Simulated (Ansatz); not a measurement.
**H2S with SiNH5: superposition error and deformation**

How much of this pair's binding is borrowed basis, and how much do the fragments pay to take the shapes they have in the pair?

Program: Ansatz 0.2.0, Gaussian basis. Level of theory: PBE0-D4 structures, single points in def2-TZVPPD. These are calculated values, not measurements.

Levels: PBE-D4, revPBE-D4, BLYP-D4, r2SCAN-D4, B97M-V, PBE0-D4, B3LYP-D4, HSE06-D4, wB97X-V, wB97M-V, B2PLYP, Hartree-Fock, MP2, CCSD, CCSD(T).

Cores are frozen in the correlated methods. B3LYP uses VWN-RPA correlation. B2PLYP carries no dispersion term here.

129 further runs of the same task are left out: 129 set aside as unsound or not needed. Runs told in other sessions of the task aren't counted.

### 1 The system as given

The relaxed pair: 10 atoms, charge 0, spin multiplicity 1.

Atoms are counted from 1 here; the program's logs count them from 0.

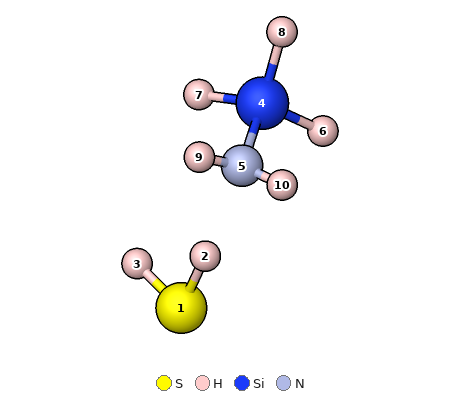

Start geometry, drawn with sulfur yellow, hydrogen pink, silicon blue, nitrogen light blue; atoms are numbered from 1 in the order of the file.

Geometry (Å):

```xyz
10

S     0.2190    0.1825   -2.9265
H    -0.2705    0.2847   -1.6686
H     1.4477    0.5585   -2.5415
Si    0.2947   -0.5260    1.2546
N    -0.9069    0.4224    0.4431
H     0.1334   -1.9276    0.7967
H     1.6242    0.0060    0.8617
H     0.2173   -0.5077    2.7441
H    -0.9007    1.4221    0.5832
H    -1.8583    0.0850    0.4532
```

Atoms 1 to 3 are fragment A (H2S), the rest fragment B (SiNH5). From earlier runs, pair energy (eV) and counterpoise interaction (kJ/mol):

```csv
method,E(pair),interaction
PBE-D4,-20308.17632,-16.06
revPBE-D4,-20315.34648,-14.17
BLYP-D4,-20318.40631,-13.61
r2SCAN-D4,-20316.60181,-13.47
B97M-V,-20313.97532,-11.67
PBE0-D4,-20310.08976,-14.76
B3LYP-D4,-20320.68176,-13.54
HSE06-D4,-20309.59753,-14.73
wB97X-V,-20315.64113,-11.28
wB97M-V,-20316.68248,-10.93
B2PLYP,-20310.96962,-7.82
Hartree-Fock,-20274.08107,1.21
MP2,-20289.10963,-11.17
CCSD(T),-20291.16105,-9.82
```

First each fragment is run alone in its own basis, frozen in the shape it has in the pair (a, b).

### 2 PBE-D4/def2-TZVPPD

File a/in.yaml:

```yaml
crystal:
  periodic: [false, false, false]
  atoms:
    - {symbol: S, position_ang: [0.218978, 0.182487, -2.926469]}
    - {symbol: H, position_ang: [-0.270482, 0.284658, -1.668586]}
    - {symbol: H, position_ang: [1.447731, 0.558544, -2.541542]}
basis:
  gaussian: {orbitals: "def2-TZVPPD.json"}
hamiltonian: {xc: pbe, dispersion: d4}
```

File b/in.yaml:

```yaml
crystal:
  periodic: [false, false, false]
  atoms:
    - {symbol: Si, position_ang: [0.294685, -0.526029, 1.254592]}
    - {symbol: N, position_ang: [-0.906898, 0.422376, 0.443095]}
    - {symbol: H, position_ang: [0.133432, -1.927599, 0.796746]}
    - {symbol: H, position_ang: [1.624213, 0.006034, 0.861679]}
    - {symbol: H, position_ang: [0.217291, -0.507696, 2.744070]}
    - {symbol: H, position_ang: [-0.900676, 1.422088, 0.583155]}
    - {symbol: H, position_ang: [-1.858273, 0.085036, 0.453158]}
basis:
  gaussian: {orbitals: "def2-TZVPPD.json"}
hamiltonian: {xc: pbe, dispersion: d4}
```

The basis file named in the input lies beside it (Basis Set Exchange, JSON).

The same command starts each run, in its folder.

Started as:

```sh
ansatz run in.yaml --threads 4 --pin off --events-out ev --progress --plain --max-ram 9574MiB
```

Output in a:

```text
Functional definition: PBE
  name "PBE"
  cite "Perdew, Burke & Ernzerhof, Phys. Rev. Lett. 77, 3865 (1996) doi:10.1103/PhysRevLett.77.3865"
  parent pbe
  parameter kappa = 0.804
  parameter beta = 0.06672455060314922
  exchange = pbe_x(kappa = kappa, mu = beta*pi^2/3)
  correlation = pbe_c(beta = beta)
436 factors; their error is unknown
mean field evaluation 1: about -10862.8046 eV, gradient 1.6e1 eV
mean field evaluation 2: about -10862.7245 eV, gradient 1.9e1 eV
mean field evaluation 4: about -10863.5917 eV, gradient 9.6e-1 eV
mean field evaluation 8: about -10863.5823 eV, gradient 8.4e-3 eV
mean field -10863.58228454 eV, -399.2292853563 hartree, gradient 1.8e-5 eV, S^2 0.000000; 0 other end points of the search recorded, 0 dependent functions left out
reference -10863.58233436 eV, -399.2292871870 hartree; 9, 9 occupied and 76, 76 virtual orbitals, 436 factors
Total energy: -10863.59737803 eV, -399.2298400320 hartree
```

Log of b, cut to the lines that bear on the results:

```text
[... 4 set-up lines as earlier in the session ...]
[...]
779 factors; their error is unknown
[...]
mean field -9444.32341924 eV, -347.0724840647 hartree, gradient 1.2e-5 eV, S^2 0.000000; 0 other end points of the search recorded, 0 dependent functions left out
reference -9444.32346051 eV, -347.0724855814 hartree; 13, 13 occupied and 157, 157 virtual orbitals, 779 factors
Total energy: -9444.40756590 eV, -347.0755763974 hartree
```

Times: 0.2 s (a), 0.6 s (b) on 4 threads of AMD EPYC 7B13, shared host.

### 3 r2SCAN-D4/def2-TZVPPD

Each input of step 2 (a, b) changes in the same lines:

```diff
-hamiltonian: {xc: pbe, dispersion: d4}
+hamiltonian: {xc: r2scan, dispersion: d4}
```

One command serves all of them, each in its own folder.

Started as:

```sh
ansatz run in.yaml --threads 4 --pin off --events-out ev --progress --plain --max-ram 9574MiB
```

Output in a, cut to the lines that bear on the results:

```text
Functional definition: r2SCAN
  name "r2SCAN"
  cite "Furness, Kaplan, Ning, Perdew & Sun, J. Phys. Chem. Lett. 11, 8208 (2020) doi:10.1021/acs.jpclett.0c02405"
  cite "Furness, Kaplan, Ning, Perdew & Sun, J. Phys. Chem. Lett. 11, 9248 (2020) doi:10.1021/acs.jpclett.0c03077"
  parent r2scan
[...]
436 factors; their error is unknown
[...]
mean field -10867.54813932 eV, -399.3750278315 hartree, gradient 3.1e-5 eV, S^2 0.000000; 0 other end points of the search recorded, 0 dependent functions left out
reference -10867.54815611 eV, -399.3750284482 hartree; 9, 9 occupied and 76, 76 virtual orbitals, 436 factors
Total energy: -10867.55150627 eV, -399.3751515643 hartree
```

b printed, cut to the lines that bear on the results:

```text
[... 5 set-up lines as earlier in the session ...]
[...]
779 factors; their error is unknown
[...]
mean field -9448.88712956 eV, -347.2401973257 hartree, gradient 5.8e-5 eV, S^2 0.000000; 0 other end points of the search recorded, 0 dependent functions left out
reference -9448.88714201 eV, -347.2401977833 hartree; 13, 13 occupied and 157, 157 virtual orbitals, 779 factors
Total energy: -9448.90648800 eV, -347.2409087352 hartree
```

Wall times: 0.45 s (a), 1.1 s (b) on 4 threads of AMD EPYC 7B13, shared host.

### 4 PBE0-D4/def2-TZVPPD

Each input of step 3 (a, b) changes in the same lines:

```diff
-hamiltonian: {xc: r2scan, dispersion: d4}
+hamiltonian: {xc: pbe0, dispersion: d4}
+output: {orbitals: {seedname: orbitals}}
```

Each run has its own folder and the same command.

Started as:

```sh
ansatz run in.yaml --threads 4 --pin off --events-out ev --progress --plain --max-ram 9574MiB
```

Output in a, cut to the lines that bear on the results:

```text
Functional definition: PBE0
  name "PBE0"
  cite "Adamo & Barone, J. Chem. Phys. 110, 6158 (1999) doi:10.1063/1.478522"
[... 2 set-up lines as earlier in the session ...]
[...]
474 factors; their error is unknown
[...]
mean field -10864.51124346 eV, -399.2634239669 hartree, gradient 3.7e-6 eV, S^2 0.000000; 0 other end points of the search recorded, 0 dependent functions left out
reference -10864.51127861 eV, -399.2634252588 hartree; 9, 9 occupied and 76, 76 virtual orbitals, 474 factors
Total energy: -10864.52346417 eV, -399.2638730698 hartree
```

Output in b, cut to the lines that bear on the results:

```text
[... 5 set-up lines as earlier in the session ...]
[...]
796 factors; their error is unknown
[...]
mean field -9445.33960063 eV, -347.1098280420 hartree, gradient 2.5e-5 eV, S^2 0.000000; 0 other end points of the search recorded, 0 dependent functions left out
reference -9445.33963045 eV, -347.1098291380 hartree; 13, 13 occupied and 157, 157 virtual orbitals, 796 factors
Total energy: -9445.40894357 eV, -347.1123763480 hartree
```

Wall times: 0.25 s (a), 0.8 s (b) on 4 threads of AMD EPYC 7B13, shared host.

### 5 B3LYP-D4/def2-TZVPPD

The same edit goes into each in.yaml of step 4 (a, b):

```diff
-hamiltonian: {xc: pbe0, dispersion: d4}
-output: {orbitals: {seedname: orbitals}}
+hamiltonian: {xc: {name: B3LYP}, dispersion: d4}
```

One command serves all of them, each in its own folder.

Started as:

```sh
ansatz run in.yaml --threads 4 --pin off --events-out ev --progress --plain --max-ram 9574MiB
```

a printed, cut to the lines that bear on the results:

```text
Functional definition: B3LYP
  name "B3LYP"
  cite "Stephens, Devlin, Chabalowski & Frisch, J. Phys. Chem. 98, 11623 (1994) doi:10.1021/j100096a001"
  cite "Becke, Phys. Rev. A 38, 3098 (1988) doi:10.1103/PhysRevA.38.3098"
  cite "Lee, Yang & Parr, Phys. Rev. B 37, 785 (1988) doi:10.1103/PhysRevB.37.785"
  cite "Vosko, Wilk & Nusair, Can. J. Phys. 58, 1200 (1980) doi:10.1139/p80-159"
[...]
462 factors; their error is unknown
[...]
mean field -10868.98773469 eV, -399.4279319854 hartree, gradient 6.7e-6 eV, S^2 0.000000; 0 other end points of the search recorded, 0 dependent functions left out
reference -10868.98794977 eV, -399.4279398892 hartree; 9, 9 occupied and 76, 76 virtual orbitals, 462 factors
Total energy: -10869.01239613 eV, -399.4288382767 hartree
```

Output in b, cut to the lines that bear on the results:

```text
[... 6 set-up lines as earlier in the session ...]
[...]
789 factors; their error is unknown
[...]
mean field -9451.38777256 eV, -347.3320942608 hartree, gradient 3.7e-5 eV, S^2 0.000000; 0 other end points of the search recorded, 0 dependent functions left out
reference -9451.38800953 eV, -347.3321029692 hartree; 13, 13 occupied and 157, 157 virtual orbitals, 789 factors
Total energy: -9451.52423987 eV, -347.3371093419 hartree
```

They took 0.3 s (a), 0.9 s (b) on 4 threads of AMD EPYC 7B13, shared host.

### 6 wB97X-V/def2-TZVPPD

Each input of step 5 (a, b) changes in the same lines:

```diff
-hamiltonian: {xc: {name: B3LYP}, dispersion: d4}
+hamiltonian: {xc: {name: wB97X-V}}
```

Each run has its own folder and the same command.

Started as:

```sh
ansatz run in.yaml --threads 4 --pin off --events-out ev --progress --plain --max-ram 9574MiB
```

Output in a, cut to the lines that bear on the results:

```text
Functional definition: wB97X-V
  name "wB97X-V"
  cite "Mardirossian & Head-Gordon, Phys. Chem. Chem. Phys. 16, 9904 (2014) doi:10.1039/C3CP54374A"
  cite "Becke, J. Chem. Phys. 107, 8554 (1997) doi:10.1063/1.475007"
  cite "Vydrov & Van Voorhis, J. Chem. Phys. 133, 244103 (2010) doi:10.1063/1.3521275"
[...]
      + integral(e_c_pw_opposite_spin*poly(b97_u_opposite, cos0, cos1)) + vv10(b, c)
457 factors; their error is unknown
112 factors; integrals over basis functions are off by at most 7.6e-5 eV
[...]
mean field -10866.68976644 eV, -399.3434832098 hartree, gradient 2.8e-5 eV, S^2 0.000000; 0 other end points of the search recorded, 0 dependent functions left out
reference -10866.68976422 eV, -399.3434831283 hartree; 9, 9 occupied and 76, 76 virtual orbitals, 457 factors
Total energy: -10866.68976422 eV, -399.3434831283 hartree
```

Output in b, cut to the lines that bear on the results:

```text
[... 5 set-up lines as earlier in the session ...]
[...]
      + integral(e_c_pw_opposite_spin*poly(b97_u_opposite, cos0, cos1)) + vv10(b, c)
789 factors; their error is unknown
239 factors; integrals over basis functions are off by at most 1.6e-5 eV
[...]
mean field -9448.83018249 eV, -347.2381045594 hartree, gradient 2.8e-5 eV, S^2 0.000000; 0 other end points of the search recorded, 0 dependent functions left out
reference -9448.83018047 eV, -347.2381044851 hartree; 13, 13 occupied and 157, 157 virtual orbitals, 789 factors
Total energy: -9448.83018047 eV, -347.2381044851 hartree
```

Times: 0.6 s (a), 2 s (b) on 4 threads of AMD EPYC 7B13, shared host.

### 7 wB97M-V/def2-TZVPPD

Each input of step 6 (a, b) changes in the same lines:

```diff
-hamiltonian: {xc: {name: wB97X-V}}
+hamiltonian: {xc: {name: wB97M-V}}
```

One command serves all of them, each in its own folder.

Started as:

```sh
ansatz run in.yaml --threads 4 --pin off --events-out ev --progress --plain --max-ram 9574MiB
```

Log of a, cut to the lines that bear on the results:

```text
Functional definition: wB97M-V
  name "wB97M-V"
  cite "Mardirossian & Head-Gordon, J. Chem. Phys. 144, 214110 (2016) doi:10.1063/1.4952647"
[... 2 set-up lines as earlier in the session ...]
  # Of w^i u^j: cxij and so on, Table III.
[...]
  gx(w, u) = 1 - cx + cx01*u + cx10*w
[...]
      + integral(e_c_pw_mod_opposite_spin*gos(b97_w_opposite, b97_u_opposite)) + vv10(b, c)
436 factors; their error is unknown
112 factors; integrals over basis functions are off by at most 7.6e-5 eV
[...]
mean field -10867.54110173 eV, -399.3747692047 hartree, gradient 8.0e-6 eV, S^2 0.000000; 0 other end points of the search recorded, 0 dependent functions left out
reference -10867.54116089 eV, -399.3747713786 hartree; 9, 9 occupied and 76, 76 virtual orbitals, 436 factors
Total energy: -10867.54116089 eV, -399.3747713786 hartree
```

b printed, cut to the lines that bear on the results:

```text
[... 5 set-up lines as earlier in the session ...]
  # Of w^i u^j: cxij and so on, Table III.
[...]
  gx(w, u) = 1 - cx + cx01*u + cx10*w
[...]
      + integral(e_c_pw_mod_opposite_spin*gos(b97_w_opposite, b97_u_opposite)) + vv10(b, c)
784 factors; their error is unknown
239 factors; integrals over basis functions are off by at most 1.6e-5 eV
[...]
mean field -9449.02324242 eV, -347.2451993808 hartree, gradient 2.3e-5 eV, S^2 0.000000; 0 other end points of the search recorded, 0 dependent functions left out
reference -9449.02329345 eV, -347.2452012563 hartree; 13, 13 occupied and 157, 157 virtual orbitals, 784 factors
Total energy: -9449.02329345 eV, -347.2452012563 hartree
```

Wall times: 0.65 s (a), 2.2 s (b) on 4 threads of AMD EPYC 7B13, shared host.

### 8 B2PLYP/def2-TZVPPD

The same edit goes into each in.yaml of step 7 (a, b):

```diff
-hamiltonian: {xc: {name: wB97M-V}}
+hamiltonian: {xc: {name: B2PLYP}}
```

One command serves all of them, each in its own folder.

Started as:

```sh
ansatz run in.yaml --threads 4 --pin off --events-out ev --progress --plain --max-ram 9574MiB
```

Log of a, cut to the lines that bear on the results:

```text
Functional definition: B2PLYP
  name "B2PLYP"
  cite "Grimme, J. Chem. Phys. 124, 034108 (2006) doi:10.1063/1.2148954"
[... 2 set-up lines as earlier in the session ...]
[...]
471 factors; integrals over basis functions are off by at most 1.0e-3 eV
[...]
mean field -10863.12499371 eV, -399.2124802281 hartree, gradient 1.0e-5 eV, S^2 0.000000; 0 other end points of the search recorded, 0 dependent functions left out
5 core orbitals not correlated: weight in the atoms' cores, before any rotation towards them, 1.000 or more for the frozen orbitals, at most 0.000 for the correlated occupied ones
reference -10863.12512502 eV, -399.2124850540 hartree; 4, 4 occupied and 76, 76 virtual orbitals, 471 factors
second order -6.41441488 eV of doubles, -0.00000000 eV of singles
Total energy: -10864.85701704 eV, -399.2761309117 hartree
```

b printed, cut to the lines that bear on the results:

```text
[... 5 set-up lines as earlier in the session ...]
[...]
949 factors; integrals over basis functions are off by at most 1.7e-3 eV
[...]
mean field -9442.87150091 eV, -347.0191270501 hartree, gradient 4.7e-6 eV, S^2 0.000000; 0 other end points of the search recorded, 0 dependent functions left out
6 core orbitals not correlated: weight in the atoms' cores, before any rotation towards them, 1.000 or more for the frozen orbitals, at most 0.000 for the correlated occupied ones
reference -9442.87164908 eV, -347.0191324953 hartree; 7, 7 occupied and 157, 157 virtual orbitals, 949 factors
second order -11.66441317 eV of doubles, -0.00000000 eV of singles
Total energy: -9446.02104063 eV, -347.1348705003 hartree
```

They took 0.35 s (a), 1.4 s (b) on 4 threads of AMD EPYC 7B13, shared host.

### 9 BLYP-D4/def2-TZVPPD

The same edit goes into each in.yaml of step 8 (a, b):

```diff
-hamiltonian: {xc: {name: B2PLYP}}
+hamiltonian: {xc: {name: BLYP}, dispersion: d4}
```

The same command starts each run, in its folder.

Started as:

```sh
ansatz run in.yaml --threads 4 --pin off --events-out ev --progress --plain --max-ram 9574MiB
```

Log of a, cut to the lines that bear on the results:

```text
Functional definition: BLYP
  name "BLYP"
[... 2 set-up lines as earlier in the session ...]
[...]
436 factors; their error is unknown
[...]
mean field -10868.25383026 eV, -399.4009614950 hartree, gradient 2.8e-5 eV, S^2 0.000000; 0 other end points of the search recorded, 0 dependent functions left out
reference -10868.25411933 eV, -399.4009721181 hartree; 9, 9 occupied and 76, 76 virtual orbitals, 436 factors
Total energy: -10868.28982593 eV, -399.4022843114 hartree
```

b printed, cut to the lines that bear on the results:

```text
[... 4 set-up lines as earlier in the session ...]
[...]
779 factors; their error is unknown
[...]
mean field -9449.77736909 eV, -347.2729130247 hartree, gradient 2.2e-5 eV, S^2 0.000000; 0 other end points of the search recorded, 0 dependent functions left out
reference -9449.77769598 eV, -347.2729250379 hartree; 13, 13 occupied and 157, 157 virtual orbitals, 779 factors
Total energy: -9449.96987340 eV, -347.2799874279 hartree
```

Times: 0.25 s (a), 0.75 s (b) on 4 threads of AMD EPYC 7B13, shared host.

### 10 revPBE-D4/def2-TZVPPD

Each input of step 9 (a, b) changes in the same lines:

```diff
-hamiltonian: {xc: {name: BLYP}, dispersion: d4}
+hamiltonian: {xc: {name: revPBE}, dispersion: d4}
```

The same command starts each run, in its folder.

Started as:

```sh
ansatz run in.yaml --threads 4 --pin off --events-out ev --progress --plain --max-ram 9574MiB
```

Log of a, cut to the lines that bear on the results:

```text
Functional definition: revPBE
  name "revPBE"
  cite "Zhang & Yang, Phys. Rev. Lett. 80, 890 (1998) doi:10.1103/PhysRevLett.80.890"
[... 1 set-up line as earlier in the session ...]
[...]
436 factors; their error is unknown
[...]
mean field -10866.46240672 eV, -399.3351278941 hartree, gradient 2.3e-5 eV, S^2 0.000000; 0 other end points of the search recorded, 0 dependent functions left out
reference -10866.46246978 eV, -399.3351302115 hartree; 9, 9 occupied and 76, 76 virtual orbitals, 436 factors
Total energy: -10866.52275739 eV, -399.3373457403 hartree
```

Output in b, cut to the lines that bear on the results:

```text
[... 4 set-up lines as earlier in the session ...]
[...]
779 factors; their error is unknown
[...]
mean field -9448.38290077 eV, -347.2216672594 hartree, gradient 1.4e-5 eV, S^2 0.000000; 0 other end points of the search recorded, 0 dependent functions left out
reference -9448.38295328 eV, -347.2216691889 hartree; 13, 13 occupied and 157, 157 virtual orbitals, 779 factors
Total energy: -9448.67182872 eV, -347.2322851655 hartree
```

Times: 0.25 s (a), 0.65 s (b) on 4 threads of AMD EPYC 7B13, shared host.

### 11 B97M-V/def2-TZVPPD

Each input of step 10 (a, b) changes in the same lines:

```diff
-hamiltonian: {xc: {name: revPBE}, dispersion: d4}
+hamiltonian: {xc: {name: B97M-V}}
```

The same command starts each run, in its folder.

Started as:

```sh
ansatz run in.yaml --threads 4 --pin off --events-out ev --progress --plain --max-ram 9574MiB
```

Log of a, cut to the lines that bear on the results:

```text
Functional definition: B97M-V
  name "B97M-V"
  cite "Mardirossian & Head-Gordon, J. Chem. Phys. 142, 074111 (2015) doi:10.1063/1.4907719"
[... 2 set-up lines as earlier in the session ...]
  # Of w^i u^j: cxij and so on, Table III.
[...]
  gx(w, u) = cx00 + cx01*u + cx02*u^2 + (cx10 + cx11*u)*w
[...]
  gos(w, u) = cos00 + cos01*u + cos03*u^3 + cos10*w + cos32*w^3*u^2
[...]
      + integral(e_c_pw_mod_opposite_spin*gos(b97_w_opposite, b97_u_opposite)) + vv10(b, c)
436 factors; their error is unknown
[...]
mean field -10865.58655719 eV, -399.3029410175 hartree, gradient 3.0e-5 eV, S^2 0.000000; 0 other end points of the search recorded, 0 dependent functions left out
reference -10865.58662846 eV, -399.3029436369 hartree; 9, 9 occupied and 76, 76 virtual orbitals, 436 factors
Total energy: -10865.58662846 eV, -399.3029436369 hartree
```

Output in b, cut to the lines that bear on the results:

```text
[... 5 set-up lines as earlier in the session ...]
  # Of w^i u^j: cxij and so on, Table III.
[...]
  gx(w, u) = cx00 + cx01*u + cx02*u^2 + (cx10 + cx11*u)*w
[...]
  gos(w, u) = cos00 + cos01*u + cos03*u^3 + cos10*w + cos32*w^3*u^2
[...]
      + integral(e_c_pw_mod_opposite_spin*gos(b97_w_opposite, b97_u_opposite)) + vv10(b, c)
779 factors; their error is unknown
[...]
mean field -9448.26374842 eV, -347.2172884912 hartree, gradient 1.9e-5 eV, S^2 0.000000; 0 other end points of the search recorded, 0 dependent functions left out
reference -9448.26380889 eV, -347.2172907135 hartree; 13, 13 occupied and 157, 157 virtual orbitals, 779 factors
Total energy: -9448.26380889 eV, -347.2172907135 hartree
```

They took 0.65 s (a), 2 s (b) on 4 threads of AMD EPYC 7B13, shared host.

### 12 HSE06-D4/def2-TZVPPD

Each input of step 11 (a, b) changes in the same lines:

```diff
-hamiltonian: {xc: {name: B97M-V}}
+hamiltonian: {xc: hse06, dispersion: d4}
```

One command serves all of them, each in its own folder.

Started as:

```sh
ansatz run in.yaml --threads 4 --pin off --events-out ev --progress --plain --max-ram 9574MiB
```

Log of a, cut to the lines that bear on the results:

```text
Functional definition: HSE06
  name "HSE06"
  cite "Heyd, Scuseria & Ernzerhof, J. Chem. Phys. 118, 8207 (2003) doi:10.1063/1.1564060"
  cite "Krukau, Vydrov, Izmaylov & Scuseria, J. Chem. Phys. 125, 224106 (2006) doi:10.1063/1.2404663"
  cite "Heyd & Scuseria, J. Chem. Phys. 120, 7274 (2004) doi:10.1063/1.1668634"
  cite "Ernzerhof & Perdew, J. Chem. Phys. 109, 3313 (1998) doi:10.1063/1.476928"
[...]
474 factors; their error is unknown
41 factors; integrals over basis functions are off by at most 8.7e-5 eV
[...]
mean field -10864.30015521 eV, -399.2556666168 hartree, gradient 4.7e-6 eV, S^2 0.000000; 0 other end points of the search recorded, 0 dependent functions left out
reference -10864.30020167 eV, -399.2556683240 hartree; 9, 9 occupied and 76, 76 virtual orbitals, 474 factors
Total energy: -10864.31132908 eV, -399.2560772489 hartree
```

Log of b, cut to the lines that bear on the results:

```text
[... 6 set-up lines as earlier in the session ...]
[...]
796 factors; their error is unknown
89 factors; integrals over basis functions are off by at most 2.2e-6 eV
[...]
mean field -9445.06538164 eV, -347.0997506799 hartree, gradient 3.4e-5 eV, S^2 0.000000; 0 other end points of the search recorded, 0 dependent functions left out
reference -9445.06542126 eV, -347.0997521362 hartree; 13, 13 occupied and 157, 157 virtual orbitals, 796 factors
Total energy: -9445.12929679 eV, -347.1020995185 hartree
```

They took 0.3 s (a), 0.95 s (b) on 4 threads of AMD EPYC 7B13, shared host.

(Part 1 of 3 ends here.)
